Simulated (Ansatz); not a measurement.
# RbH3Pb (model cell, started as cubic perovskite with Pb in the octahedra): following an unstable mode

Wanted: the energy along a soft mode of RbH3Pb (model cell, started as cubic perovskite with Pb in the octahedra) and the structure at the end.

Calculated with Ansatz 0.2.0; DFT PBEsol, scalar-relativistic, plane waves, PAW; PAW set soft_1.

The structure was built from a prototype and need not be the compound's stable phase.

## (1) The structure

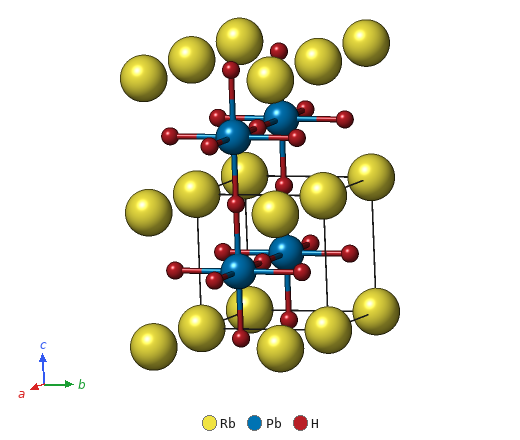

The starting structure, seen slightly off an axis (rubidium yellow, lead blue, hydrogen red). 2×1×2 cells are drawn. Some periodic images of atoms are drawn too.

## (2) Phonons on a q mesh

The cell comes from relaxations at this level that are not shown. Stability and thermal properties need the whole zone. Linear response on a 4×4×4 q mesh gives force constants as far as a supercell of that size would.

input.yaml reads:

```yaml
crystal:
  lattice:
    - [4.5128424719, 0.0, 0.0]
    - [0.0, 4.5128424719, 0.0]
    - [0.0, 0.0, 4.5128424719]
  atoms:
    - { symbol: Rb, position: [0.0, 0.0, 0.0] }
    - { symbol: Pb, position: [0.5, 0.5, 0.5] }
    - { symbol: H, position: [0.5, 0.5, 0.0] }
    - { symbol: H, position: [0.5, 0.0, 0.5] }
    - { symbol: H, position: [0.0, 0.5, 0.5] }
kpoints:
  mp_grid: { grid: [8, 8, 8] }
hamiltonian:
  xc: pbesol
  pseudopotentials: { kind: paw, azcp: { folder: soft_1 }, xc_functional: pbe }
scf:
  occupations: { method: methfessel_paxton, width: 0.2 }
output:
  eigenvalues: true
phonons:
  method: dfpt
  qmesh: [4, 4, 4]
  temperatures: { t_max: 1000, t_step: 50 }
  qpath:
    path:
      - [[0.0, 0.0, 0.0], [0.0, 0.5, 0.0], [0.5, 0.5, 0.0], [0.0, 0.0, 0.0], [0.5, 0.5, 0.5], [0.0, 0.5, 0.0]]
      - [[0.5, 0.5, 0.5], [0.5, 0.5, 0.0]]
    npoints: 10
```

On the command line:

```bash
> ansatz run input.yaml --threads 4 --pin off --max-ram 16384MiB --backend cpu --events-out ev --progress --plain --runs-dir out
```

Numbers of over 12 decimals in the logs are rounded to 6 here.

The program printed:

```text
Engine: ansatz 0.2.0, aarch64-unknown-linux-gnu
Pseudopotentials: kind: paw
Pseudopotential: Rb, paw, valence charge 9, recommended cutoff 420 eV (normal), soft_1/Rb.paw.azcp
Pseudopotential: Pb, paw, valence charge 14, recommended cutoff 420 eV (normal), soft_1/Pb.paw.azcp
Pseudopotential: H, paw, valence charge 1, recommended cutoff 420 eV (normal), soft_1/H.paw.azcp
Functional definition: PBEsol
  exchange = pbesol_x
  correlation = pbesol_c
Crystal: 5 atoms, lattice volume = 91.907 Å³
Basis set: ecut = 420 eV, 1791 PW (Γ), exchange–correlation on 64×64×64 points (8 copies of the dense FFT grid, shifted against one another)
Bands: 18, of which v1, the nominal top of the filled ones, is band 13 counted from 1 (12 counted from 0)
Symmetry: 48 space group operations
k-points: 35 of 512
Non-local potential: Rb, projectors of the file, l = 0: 3, l = 1: 2, l = 2: 2
Non-local potential: Pb, projectors of the file, l = 0: 2, l = 1: 2, l = 2: 2, l = 3: 1
Non-local potential: H, projectors of the file, l = 0: 2, l = 1: 1
PAW form: soft (Blöchl's): semilocal exchange-correlation on the pseudo side does not see the compensation charge
PAW frozen core: Rb, regenerated for the run's functional, and the local potential with it (the file was generated under x = pbe(κ = 0.804, μ = 0.219515), c = pbe(β = 0.066725))
PAW frozen core: Pb, regenerated for the run's functional, and the local potential with it (the file was generated under x = pbe(κ = 0.804, μ = 0.219515), c = pbe(β = 0.066725))
PAW one-centre angular grid: Rb, 110 points (default); XC on 64 Gauss nodes
PAW one-centre angular grid: Pb, 590 points (default); XC on 64 Gauss nodes
PAW one-centre angular grid: H, 110 points (default); XC on 64 Gauss nodes
Initial density: superposition of atomic densities (chi_scale 0.1, normalization cell, long waves kept (reshape's long-wave potential 0.00 eV rms))
Initial wavefunctions: pseudopotential atomic-orbital guess
Functional: x = pbesol(κ = 0.804, μ = 0.123457), c = pbesol(β = 0.046)
SCF iter   1: F=—  HF=-15022.099648 eV  |F-HF|=—  |Δ(HF+E_count)|=         —  Δρ=5.02e-2  dr2=3.49e0  ethr=3.10e-3  ⟨swp⟩=6.0  Hψ=3668  notcnv=0
preconditioner: auto → Kerker (q_TF=auto, 2.211 Å⁻¹)  [metal: Δε(μ)=0.085 eV  Ē_g=13.865 eV  σ=0.200 eV  W_gap=0.33  n_scr=18 (ndim 8)  ℏωp=19.0 eV  f_vac=0.000  D(μ)=0.47/eV (n_scr^D=0)]
SCF iter   2: F=—  HF=-15021.087629 eV  |F-HF|=—  |Δ(HF+E_count)|=    1.01e0  S|Δr|=    0.00e0  Δρ=2.50e-2  dr2=1.04e0  ethr=3.10e-3  ⟨swp⟩=2.8  Hψ=1531  notcnv=0  defer=15
preconditioner: auto → Resta (q_TF=auto, 2.211 Å⁻¹)  ε∞=2.7  [insulator: Δε(μ)=0.130 eV  Ē_g=14.364 eV  σ=0.200 eV  W_gap=0.51  n_scr=18 (ndim 8)  ℏωp=19.0 eV  f_vac=0.000  D(μ)=0.46/eV (n_scr^D=0)  ε∞_Penn≈2.7]
SCF iter   3: F=—  HF=-15020.667199 eV  |F-HF|=—  |Δ(HF+E_count)|=   4.20e-1  S|Δr|=    0.00e0  Δρ=4.69e-3  dr2=2.31e-2  ethr=3.10e-3  ⟨swp⟩=3.3  Hψ=1363  notcnv=0  defer=15
SCF iter   4: F=—  HF=-15020.666025 eV  |F-HF|=—  |Δ(HF+E_count)|=   1.17e-3  S|Δr|=    0.00e0  Δρ=1.15e-3  dr2=8.97e-4  ethr=8.88e-5  ⟨swp⟩=2.5  Hψ=1296  notcnv=0  defer=16
SCF iter   5: F=—  HF=-15020.666096 eV  |F-HF|=—  |Δ(HF+E_count)|=   7.17e-5  S|Δr|=    0.00e0  Δρ=1.95e-4  dr2=3.72e-5  ethr=3.45e-6  ⟨swp⟩=2.0  Hψ=1029  notcnv=0  defer=16
SCF iter   6: F=—  HF=-15020.666139 eV  |F-HF|=—  |Δ(HF+E_count)|=   4.27e-5  S|Δr|=    0.00e0  Δρ=3.83e-5  dr2=1.23e-6  ethr=1.43e-7  ⟨swp⟩=2.7  Hψ=1028  notcnv=0  defer=16
SCF iter   7: F=—  HF=-15020.666144 eV  |F-HF|=—  |Δ(HF+E_count)|=   5.45e-6  S|Δr|=    0.00e0  Δρ=5.18e-6  dr2=3.36e-8  ethr=4.75e-9  ⟨swp⟩=2.3  Hψ=1054  notcnv=0  defer=16
SCF iter   8: F=—  HF=-15020.666144 eV  |F-HF|=—  |Δ(HF+E_count)|=   3.70e-8  S|Δr|=    0.00e0  Δρ=1.61e-6  dr2=2.97e-9  ethr=1.29e-10  ⟨swp⟩=2.9  Hψ=1101  notcnv=0  defer=16
SCF iter   9: F=—  HF=-15020.666144 eV  |F-HF|=—  |Δ(HF+E_count)|=   2.03e-9  S|Δr|=    0.00e0  Δρ=2.79e-7  dr2=4.53e-11  ethr=1.14e-11  ⟨swp⟩=2.5  Hψ=1036  notcnv=0  defer=16
SCF iter  10: F=-15020.666144 eV  HF=-15020.666144 eV  |F-HF|=0.00e0  |Δ(HF+E_count)|=  1.82e-12  S|Δr|=    0.00e0  Δρ=5.47e-8  dr2=2.07e-12  ethr=1.00e-12  ⟨swp⟩=11.1  Hψ=3869  notcnv=0
SCF 1 converged in 10 iterations: F = -15020.666144 eV  dr2 = 2.07e-12
  greatest PAW one-centre occupation: 0.980 electrons in one spin orbital (limit 2), on the Pb atom at site 1 (counted from 0), in its partial waves of l = 2
Initial density: read from a saved state, or passed on in memory by an earlier SCF of this step, an earlier step, the calling program or the single point that the run made first
iter 1 solved again at ethr=3.84e-7 eV; its pass at ethr=3.10e-3 eV (dr2=9.98e-5 eV) is discarded
SCF iter   1: F=—  HF=-15020.666142 eV  |F-HF|=—  |Δ(HF+E_count)|=         —  Δρ=5.89e-7  dr2=1.55e-10  ethr=3.84e-7  ⟨swp⟩=3.4  Hψ=5332  notcnv=0
eigensolver tolerance schedule: the retry pair's looser diagonalisation over-reported the residual by 645062.26 of it (diagonalisation noise at an unbounded share of the residual, at the tolerance the schedule requests for it); recorded, not acted on — ethr = c·dr2/N_el stays at c = 1.0e-1
preconditioner: auto → Resta (q_TF=auto, 2.211 Å⁻¹)  ε∞=2.6  [insulator: Δε(μ)=0.164 eV  Ē_g=15.009 eV  σ=0.200 eV  W_gap=0.55  n_scr=18 (ndim 8)  ℏωp=19.0 eV  f_vac=0.001  D(μ)=0.74/eV (n_scr^D=0)  ε∞_Penn≈2.6]
SCF iter   2: F=—  HF=-15020.666144 eV  |F-HF|=—  |Δ(HF+E_count)|=   2.92e-6  S|Δr|=    0.00e0  Δρ=2.83e-7  dr2=3.76e-11  ethr=1.00e-12  ⟨swp⟩=4.5  Hψ=2030  notcnv=0
SCF iter   3: F=—  HF=-15020.666144 eV  |F-HF|=—  |Δ(HF+E_count)|=  3.64e-12  S|Δr|=    0.00e0  Δρ=1.83e-7  dr2=1.49e-11  ethr=1.00e-12  ⟨swp⟩=4.7  Hψ=2059  notcnv=0
SCF iter   4: F=-15020.666144 eV  HF=-15020.666144 eV  |F-HF|=0.00e0  |Δ(HF+E_count)|=  3.64e-12  S|Δr|=    0.00e0  Δρ=8.59e-8  dr2=3.13e-12  ethr=1.00e-12  ⟨swp⟩=2.0  Hψ=1205  notcnv=0
SCF 2 converged in 4 iterations: F = -15020.666144 eV  dr2 = 3.13e-12
phonons: the bands overlap, so this run is a metal and interpolates without the dipole-dipole term. If the crystal is really an insulator or semiconductor, its LO-TO splitting is missing
NSCF: frozen V_eff on 35 k-points
NSCF: frozen V_eff on 125 k-points
DFPT response loops at q = (0, 0, 0) (fractional): preconditioner auto → Kerker (q_TF=auto, 2.211 Å⁻¹) (partly filled bands, converged f_vac=0.001); β = 1.00, the filter's whole step (`scf.mixing.beta` (0.50) is not read by the response loops under this deck's `scf.mixing.preconditioner`; to damp them name `kerker` or `kerker_dos`, under which they read `scf.mixing.beta`, and type it under 1.00, their step now; both keys bind the ground state too); Broyden in place of MSR1
NSCF: frozen V_eff on 400 k-points
DFPT response loops at q = (0, 0, 0.25) (fractional): mixed as the last ones told, above
NSCF: frozen V_eff on 250 k-points
DFPT response loops at q = (0, 0, -0.5) (fractional): mixed as the last ones told, above
NSCF: frozen V_eff on 640 k-points
DFPT response loops at q = (0, 0.25, 0.25) (fractional): mixed as the last ones told, above
NSCF: frozen V_eff on 400 k-points
DFPT response loops at q = (0, 0.25, -0.5) (fractional): mixed as the last ones told, above
NSCF: frozen V_eff on 250 k-points
DFPT response loops at q = (0, -0.5, -0.5) (fractional): mixed as the last ones told, above
NSCF: frozen V_eff on 1024 k-points
DFPT response loops at q = (0.25, 0.25, 0.25) (fractional): mixed as the last ones told, above
NSCF: frozen V_eff on 640 k-points
DFPT response loops at q = (0.25, 0.25, -0.5) (fractional): mixed as the last ones told, above
NSCF: frozen V_eff on 400 k-points
DFPT response loops at q = (0.25, -0.5, -0.5) (fractional): mixed as the last ones told, above
NSCF: frozen V_eff on 250 k-points
DFPT response loops at q = (-0.5, -0.5, -0.5) (fractional): mixed as the last ones told, above
SCF converged after 10 iterations
Stability not checked: this state was not tested for a lower state beside it, because cold or Methfessel-Paxton smearing, or corrected tetrahedra, fill the levels in a way that the test cannot read (fill_not_monotonic; see scf.lower_state_search)
Free energy (F): -15020.666144 eV
Harris-Foulkes:  -15020.666144 eV  (|F-HF|=0.00e0)
Internal energy: -15020.667695 eV  (E = F + TS)
E sigma→0 (E₀):  -15020.666532 eV
Entropy (-TS):   0.001551 eV (0.310 meV/atom)
Fermi energy:    6.512092 eV
--- Per-component energies (eV) ---
  E_band       = -175.364632
  E_kinetic    = 511.764057
  E_local      = -1831.810306  (includes V_loc(G=0)·N_el)
  E_nonlocal   = 497.859881
  E_hartree    = 629.866910
  E_xc         = -352.751556
  E_vxc        = -300.248205  (∫ρ·V_xc dr)
  E_paw        = -12817.288999  (= ΣΔE_a)
  E_vpaw       = -312.661535  (= ΣTr[D̂ρ^β])
  E_aug_tail   = -0.002389  (compensation charges beyond the density's cutoff)
  E_ewald      = -1658.491135
  E_core_change = 0.185841  (= ΣΔE_core)
  E_smearing   = 0.001551  (= −TS)
  E_closure    = -0.000000  (closes the sum)
  Σ components = -15020.666144   (vs F -15020.666144, Δ=0.00e0)
--- Band table (eV; the first three rows and the last of 35) ---
  k-point 0: bands = [... 9 lower, -4.0322, 3.9634, 3.9634, 6.6549, 6.6549, 6.6549, 6.7397, 11.1505, ... 1 higher]
  k-point 1: bands = [... 9 lower, -3.9116, 3.3706, 4.0041, 5.9859, 6.6506, 6.6506, 8.2961, 10.7403, ... 1 higher]
  k-point 2: bands = [... 9 lower, -3.6101, 2.2205, 4.1088, 6.0678, 6.6359, 6.6359, 9.9450, 9.9986, ... 1 higher]
  k-point 34: bands = [... 9 lower, -1.9725, 1.2865, 1.2865, 1.2865, 9.6185, 9.6185, 9.6185, 12.6175, ... 1 higher]
--- Phonons (Γ-DFPT): 4 representative perturbations + reference (Σ response iterations 13) ---
  ASR residual: 4.909e-5 → 0.000e0 eV/Å²; symmetrization residual: 2.852e-6 eV/Å²
  ASR residual per site (eV/Å²): 1.62e-5 4.91e-5 6.14e-6 6.14e-6 6.14e-6
  Γ frequencies (cm⁻¹): -957.65 -957.65 -957.65 0.00 0.00 0.00 59.69 59.69 59.69 327.73 327.73 327.73 424.99 424.99 424.99
--- Phonons (arbitrary-q DFPT): 10 irreducible q on the 4×4×4 mesh ---
  q = [0.0000, 0.0000, 0.0000] (star 1, of the zone-centre solve; hermiticity 1.76e-6, symmetrization 5.89e-12): -957.65 -957.65 -957.65 -0.00 0.00 0.00 59.69 59.69 59.69 327.73 327.73 327.73 424.99 424.99 424.99
  q = [0.0000, 0.0000, 0.2500] (star 6, 9 solved perturbations in 1560 linear systems a pass and spin channel, the states on 200 of 512 k-point pairs; hermiticity 1.13e-6, symmetrization 2.80e-12): -910.05 -910.05 22.96 22.96 41.57 56.20 56.20 67.44 370.11 370.11 420.21 420.21 426.86 450.37 919.17
  q = [0.0000, 0.0000, -0.5000] (star 3, 9 solved perturbations in 975 linear systems a pass and spin channel, the states on 125 of 512 k-point pairs; hermiticity 9.20e-7, symmetrization 4.84e-9): -889.66 -889.66 43.20 43.20 46.83 46.83 69.27 69.37 377.03 377.03 403.99 403.99 441.32 483.23 1060.74
  q = [0.0000, 0.2500, 0.2500] (star 12, 9 solved perturbations in 2460 linear systems a pass and spin channel, the states on 320 of 512 k-point pairs; hermiticity 1.08e-6, symmetrization 3.64e-13): -890.02 25.36 32.14 54.07 54.16 62.22 72.85 315.08 384.02 417.33 422.24 436.39 522.35 897.71 939.58
  q = [0.0000, 0.2500, -0.5000] (star 12, 15 solved perturbations on 200 of 512 k-point pairs; hermiticity 9.20e-7, symmetrization 1.50e-9): -893.96 43.00 46.23 46.46 48.16 77.98 78.77 263.05 380.07 402.68 421.96 437.75 563.24 903.66 1069.81
  q = [0.0000, -0.5000, -0.5000] (star 3, 9 solved perturbations in 975 linear systems a pass and spin channel, the states on 125 of 512 k-point pairs; hermiticity 8.92e-7, symmetrization 1.07e-9): -916.05 44.67 44.67 46.05 54.79 89.80 89.80 192.50 382.77 382.77 415.43 415.43 614.23 1002.26 1106.48
  q = [0.2500, 0.2500, 0.2500] (star 8, 4 solved perturbations in 1376 linear systems a pass and spin channel, the states on 512 of 512 k-point pairs; hermiticity 5.00e-7, symmetrization 1.86e-12): 37.65 37.65 46.44 69.68 69.68 72.12 316.86 316.86 320.08 492.64 492.64 525.22 871.97 940.96 940.96
  q = [0.2500, 0.2500, -0.5000] (star 12, 9 solved perturbations in 2460 linear systems a pass and spin channel, the states on 320 of 512 k-point pairs; hermiticity 5.75e-7, symmetrization 1.44e-9): 43.14 46.72 53.11 65.36 80.21 80.26 264.82 265.40 320.73 488.74 525.27 557.54 872.65 943.02 1076.81
  q = [0.2500, -0.5000, -0.5000] (star 6, 9 solved perturbations in 1560 linear systems a pass and spin channel, the states on 200 of 512 k-point pairs; hermiticity 4.81e-7, symmetrization 7.52e-10): 51.32 51.32 52.82 73.57 87.34 87.34 186.03 264.90 264.90 520.75 520.75 589.74 887.11 1039.14 1107.66
  q = [-0.5000, -0.5000, -0.5000] (star 1, 4 solved perturbations in 350 linear systems a pass and spin channel, the states on 125 of 512 k-point pairs; hermiticity 1.65e-7, symmetrization 6.23e-10): 58.87 58.87 58.87 89.49 89.49 89.49 178.55 178.55 178.55 563.73 563.73 563.73 962.60 1109.65 1109.65
  sum rule: each row above includes the acoustic sum rule's correction from the zone centre's row sums; it moved no ω² by more than (1.29 cm⁻¹)²
  mesh force constants: q→R imaginary residual 1.43e-18; ASR residual 4.909e-5 → 0.000e0 eV/Å²; symmetrization residual 5.329e-15 eV/Å²
  interpolated dispersion: 62 rows × 15 modes
  density of states and harmonic sums: on the 16×16×16 q-mesh, interpolated from the force constants of a 4×4×4 supercell (no non-analytic term)
  largest difference from the sums on the solved wave vectors: F 1.45e-2 eV, S 6.25e-6 and C_V 1.25e-5 eV/K
  zero-point energy: 0.295401 eV/cell   skipped modes (ω ≤ 0): 174, of them read as no rigid motion or as one in doubt: 171 (9.653e-1 modes/cell left out, lowest -957.65 cm⁻¹)   left out of the sums: 6.44e-2 of the cell's modes: C_V's classical limit lies that fraction below 3 k_B per atom; for a crystal, a wire or a layer, F and S can be off by more, and a phonons.interpolated_qmesh denser along its periods is the remedy for the sampling
```

Wall time 9.3 min (4 threads of Arm Neoverse V1, shared host); peak memory 2 GiB.

Reading the cycles: dr2 is the Hartree energy of the density residual (eV), the measure of convergence; HF is the Harris–Foulkes estimate of the energy, which meets the free energy F at convergence.

This step gave:

* volume per atom: 18.38 Å³
* gap on the k-mesh: 0 eV
* sum-rule residual before enforcement: 4.91e-5 eV/Å²
* lowest frequency on the path: -957.7 cm⁻¹
* point group: m-3m
* highest frequency on the path or at a solved wavevector: 1130 cm⁻¹
* highest optical mode at the zone centre (no LO-TO term): 425.0 cm⁻¹
* lowest optical zone-centre mode: -957.6 cm⁻¹
* lowest mode on the q mesh (acoustic modes at Γ apart): -957.6 cm⁻¹

Frequencies (cm⁻¹) solved at each irreducible wavevector; negative means imaginary. Frequencies by wavevector, by row:

```tsv
q in reciprocal lattice units	star	mode 1	mode 2	mode 3	mode 4	mode 13	mode 14	mode 15
0 0 0	1	-957.6	-957.6	-957.6	0	425	425	425
0 0 0.25	6	-910	-910	23	23	426.9	450.4	919.2
0 0 -0.5	3	-889.7	-889.7	43.2	43.2	441.3	483.2	1061
0 0.25 0.25	12	-890	25.4	32.1	54.1	522.4	897.7	939.6
0 0.25 -0.5	12	-894	43	46.2	46.5	563.2	903.7	1070
0 -0.5 -0.5	3	-916	44.7	44.7	46	614.2	1002	1106
0.25 0.25 0.25	8	37.6	37.6	46.4	69.7	872	941	941
0.25 0.25 -0.5	12	43.1	46.7	53.1	65.4	872.6	943	1077
0.25 -0.5 -0.5	6	51.3	51.3	52.8	73.6	887.1	1039	1108
-0.5 -0.5 -0.5	1	58.9	58.9	58.9	89.5	962.6	1110	1110
```

Interpolated from a 4×4×4 q mesh. The phonon branches at the labelled points (cm⁻¹):

```tsv
point	branch 1	branch 2	branch 3	branch 4	branch 12	branch 13	branch 14	branch 15
Γ	-958	-958	-958	0	328	425	425	425
X	-890	-890	43	43	404	441	483	1061
M	-916	45	45	46	415	614	1002	1106
Γ	-958	-958	-958	0	328	425	425	425
R	59	59	59	90	564	963	1110	1110
X	-890	-890	43	43	404	441	483	1061
jump to R	59	59	59	90	564	963	1110	1110
M	-916	45	45	46	415	614	1002	1106
```

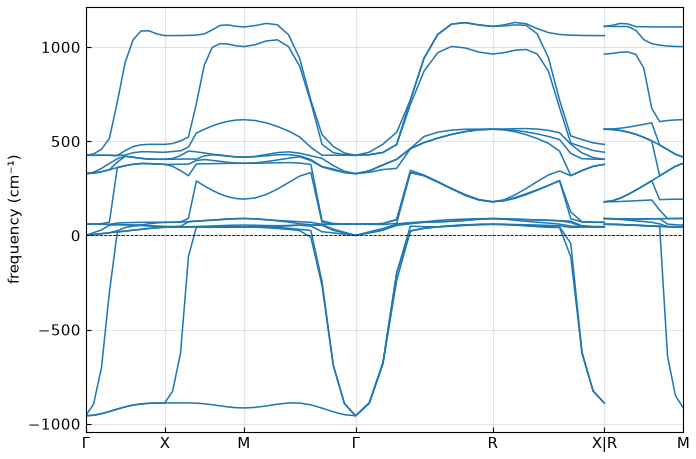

Phonon branches along the path.

Symmetry leaves 10 wavevectors to solve. The lowest mode among them, the acoustic zeros apart, lies at Γ and is imaginary, 957.6i cm⁻¹, so the energy falls along it.

## (3) The mode frozen in, largest atomic shift 0 Å

The mode followed lies at q = (0, -0.5, -0.5) with frequency 916.1i cm⁻¹, one of the unstable modes though not the softest. At small amplitude the distorted cell has space group no. 129 by a symmetry search on the positions. The undistorted cell that holds it gives the zero of energy on the same k mesh.

System of this step: RbH3Pb (model cell, started as cubic perovskite with Pb in the octahedra). The structure is cubic, space group Pm-3m (No. 221). The conventional cell has a = 4.513 Å, b = 4.513 Å, c = 4.513 Å, α = 90.00°, β = 90.00°, γ = 90.00°. Rb has 12 H at 3.19 Å nearest. Nearest to Pb lie 6 H at 2.26 Å. H has 2 Pb at 2.26 Å and 8 H at 3.19 Å and 4 Rb at 3.19 Å nearest. Nearest to H lie 2 Pb at 2.26 Å and 8 H at 3.19 Å and 4 Rb at 3.19 Å. Farther neighbours are not listed.

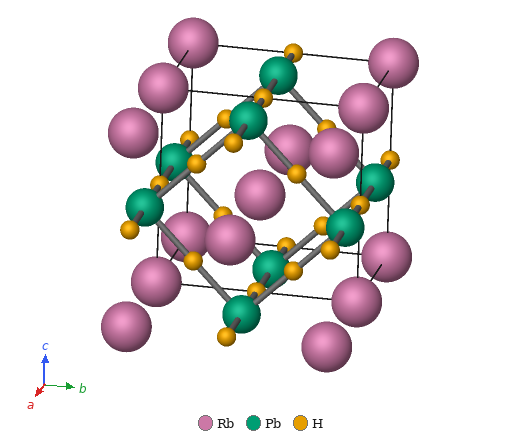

The cell of this step (rubidium pink, lead teal, hydrogen orange). 2×1×1 cells are drawn. Some periodic images of atoms are drawn too.

input.yaml reads:

```yaml
crystal:
  lattice:
    - [-4.5128424719, 0.0, 0.0]
    - [0.0, -4.5128424719, -4.5128424719]
    - [0.0, -4.5128424719, 4.5128424719]
  atoms:
    - { symbol: Rb, position: [0.0, 0.5, 0.5] }
    - { symbol: Rb, position: [0.0, 1.0, 1.0] }
    - { symbol: Pb, position: [0.5, 1.0, 0.5] }
    - { symbol: Pb, position: [0.5, 0.5, 0.0] }
    - { symbol: H, position: [0.5, 0.75, 0.75] }
    - { symbol: H, position: [0.5, 0.25, 0.25] }
    - { symbol: H, position: [0.5, 0.75, 0.25] }
    - { symbol: H, position: [0.5, 0.25, 0.75] }
    - { symbol: H, position: [0.0, 1.0, 0.5] }
    - { symbol: H, position: [0.0, 0.5, 0.0] }
kpoints:
  mp_grid: { grid: [8, 6, 6] }
hamiltonian:
  xc: pbesol
  pseudopotentials: { kind: paw, azcp: { folder: soft_1 }, xc_functional: pbe }
scf:
  occupations: { method: methfessel_paxton, width: 0.2 }
output:
  forces: true
  stress: true
  eigenvalues: true
```

The program printed:

```text
[...]
Crystal: 10 atoms, lattice volume = 183.815 Å³
Basis set: ecut = 420 eV, 3563 PW (Γ), exchange–correlation on 64×90×90 points (8 copies of the dense FFT grid, shifted against one another)
Bands: 36, of which v1, the nominal top of the filled ones, is band 26 counted from 1 (25 counted from 0)
Symmetry: 32 space group operations
[...]
k-points: 50 of 288
[...]
k-point 0: bands = [... 22 lower, 3.9518, 3.9609, 5.4113, 6.6557, 6.6557, 6.6571, 6.7398, 7.4684, ... 5 higher]
  k-point 1: bands = [... 22 lower, 3.5954, 3.8157, 5.4369, 5.7036, 6.6565, 7.1778, 7.3141, 7.7330, ... 5 higher]
  k-point 2: bands = [... 22 lower, 2.9361, 3.2577, 5.3332, 5.4495, 6.6841, 7.0245, 8.3233, 8.3451, ... 5 higher]
  k-point 49: bands = [... 22 lower, 1.4788, 1.4788, 5.3996, 5.3996, 7.4664, 7.4664, 7.5202, 7.5202, ... 5 higher]
[key lines of the parts left out:]
SCF converged after 7 iterations
Free energy (F): -30041.370708 eV
Fermi energy:    6.513714 eV
P = ⅓ Tr σ = -0.1287 GPa (-1.287 kbar)
```

The job ended after 5.8 s (4 threads; peak memory 0.61 GiB).

Numbers from this step:

```yaml
pressure: -0.1287 GPa
energy_from_the_undistorted_cell: 0 meV/atom
```

The run ends at a pressure of -0.13 GPa.

(Continued in part 2 of 3.)

[Logs are printed without paths, hosts, clocks, repeated set-up lines and the standing remarks that a program may print on its own settings, such as how far it seeks lower states.]

[Hosts, paths, dates, database ids (printed as entryN), source tags and the programs' standing remarks are cut or masked in the printed files.]
